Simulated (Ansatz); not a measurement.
**GeH5SSi radical: how energies converge with the basis set**

Aim: see how fast density functionals converge with the basis set for GeH5SSi radical.

Method: one geometry, several basis sets; program: Ansatz 0.2.0, Gaussian basis.

Levels to be run: PBE0-D4/def2-SVP; ωB97M-V/def2-SVP; PBE0-D4/def2-QZVPP; ωB97M-V/def2-QZVPP; the functionals' def2-TZVPP values are taken from earlier runs.

**1. The relaxed structure**

An earlier PBE0-D4 in a triple-zeta def2 set relaxation fixed the geometry.

8 atoms, charge 0, spin multiplicity 2.

Atoms are counted from 1 here; the program's logs count them from 0.

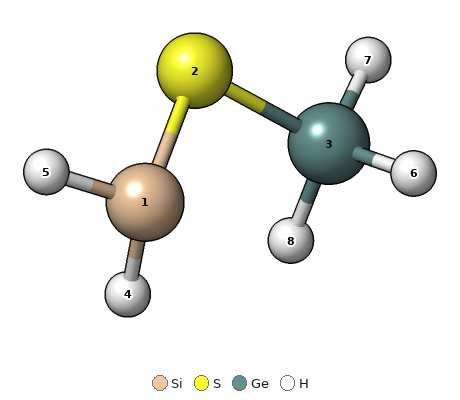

The structure; silicon light orange, sulfur yellow, germanium teal, hydrogen white; atoms are numbered from 1 in the order of the file.

**2. PBE0-D4 in def2-SVP**

File in.yaml:

```yaml
crystal:
  periodic: [false, false, false]
  atoms:
    - {symbol: Si, position_ang: [-0.878028, 1.488249, -0.661991]}
    - {symbol: S, position_ang: [1.044624, 0.591073, -0.762468]}
    - {symbol: Ge, position_ang: [0.739675, -1.018409, 0.752530]}
    - {symbol: H, position_ang: [-1.958602, 0.475678, -0.855704]}
    - {symbol: H, position_ang: [-0.926320, 2.513676, -1.739977]}
    - {symbol: H, position_ang: [0.538864, -0.391747, 2.139255]}
    - {symbol: H, position_ang: [2.019515, -1.860524, 0.710061]}
    - {symbol: H, position_ang: [-0.487427, -1.855094, 0.362694]}
basis:
  gaussian: {orbitals: def2-SVP}
magnetization: {spin_polarized: true, initial_magnetization: 1}
hamiltonian: {xc: pbe0, dispersion: d4}
output: {orbitals: {seedname: orbitals}}
```

The run is started by

```bash
> ansatz run in.yaml --threads 4 --pin off --events-out ev --progress --plain --max-ram 10444MiB
```

Further steps of the session: ωB97M-V in def2-SVP; PBE0-D4 in def2-QZVPP; ωB97M-V in def2-QZVPP.

Before running them: what should the planned runs give, taken together? Wanted: PBE0-D4: double and triple zeta above quadruple; ωB97M-V: double and triple zeta above quadruple.

The runs gave:

```
                                       quantity           value
PBE0-D4: double and triple zeta above quadruple  15.55, 1.82 eV
ωB97M-V: double and triple zeta above quadruple  15.47, 1.77 eV
```

**Reading.** For PBE0-D4 the step from double to triple zeta gains 13.73 eV and the next only 1.82 eV. These are total energies; as a rule much of such shifts cancels in differences, which this series doesn't test.
